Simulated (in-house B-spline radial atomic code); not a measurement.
Computed with an in-house B-spline radial code: scalar-relativistic (spin-free one-electron X2C) CAM-B3LYP, spin-polarised, spherical fractional occupations, Fermi nucleus, basis-set limit. The occupation of the 2s shell is varied from O⁵⁺ ([He] 2s1 (high spin)) to O⁴⁺ ([He] 2s2), with spherical fractional occupations. Wanted, and plotted below: the total energy less the straight line between the end points, and the eigenvalue of 2s↓ (the dashed line is minus the energy to take the whole electron out).

The curve is convex (below the straight line), with the largest deviation among the points computed, −1.45 eV, at 0.5. The end points differ by 112.7 eV, the energy to take the electron out. The eigenvalue, which is the slope of the energy (Janak's theorem), moves from −118.2 eV at 0.01 to −106.7 eV at 1; for a straight line it would stay constant, and a parabola would sag by an eighth of this change, scaled to a whole electron, 1.45 eV. Convexity is the delocalisation error: fractional charges are too low in energy. Exact exchange at spherical fractional occupations leaves self-interaction in partly filled shells, which adds to the curvature.

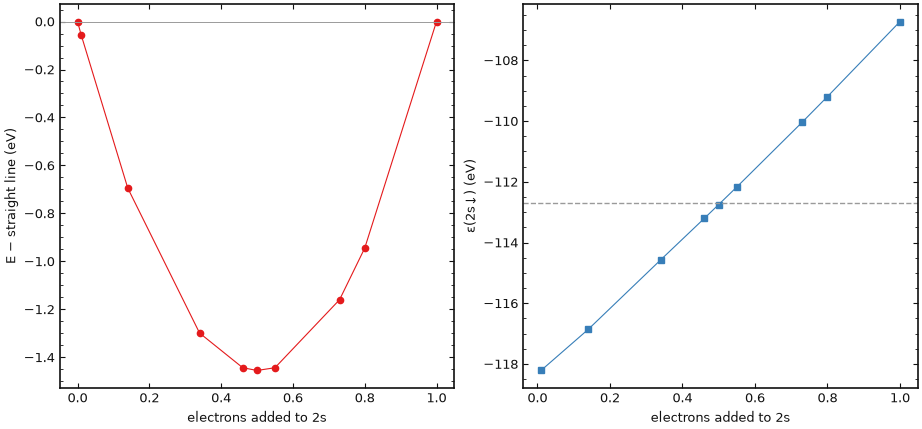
